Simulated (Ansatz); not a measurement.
The coordinates of a crystal:

```
Ga N
1.0
     4.50700    0.00000    0.00000
     0.00000    4.50700    0.00000
     0.00000    0.00000    4.50700
Ga N
4 4
Direct
  0.00000 0.00000 0.00000
  0.00000 0.50000 0.50000
  0.50000 0.00000 0.50000
  0.50000 0.50000 0.00000
  0.25000 0.25000 0.25000
  0.25000 0.75000 0.75000
  0.75000 0.25000 0.75000
  0.75000 0.75000 0.25000
```

**What crystal do these data define?**

The solid is GaN. The lattice is face-centred cubic and the space group F-43m (No. 216). Its structure type: zinc blende (sphalerite type). Content of the cell: 4 Ga, 4 N (Z = 4). The polyhedra are GaN4 tetrahedra; they share corners. Each Ga has four N in a tetrahedral arrangement at 1.95 Å. Each N has four Ga in a tetrahedral arrangement at 1.95 Å. The bonds build a three-dimensional framework.

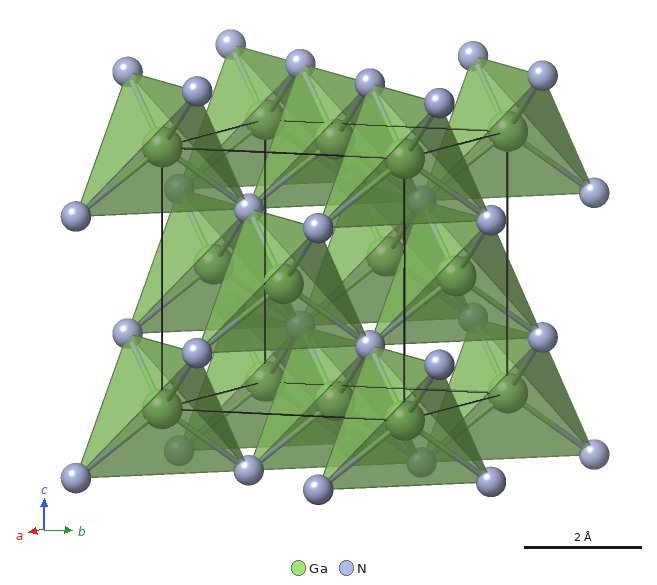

Drawn in the polyhedral manner and seen slightly off an axis. The frame is the conventional unit cell; atoms at its boundary are shown with their periodic copies. A few atoms beyond the faces are included. Colours: gallium green, nitrogen light blue.

The starting point was a structure listed in the Materials Project. Earlier steps of the study may have refined or changed the cell and positions. An electronic-structure calculation with Ansatz was run on it.

At this level of theory the cell isn't at rest (compressed, at 5 GPa), so its distances can differ from those at equilibrium, the more so the softer the solid.
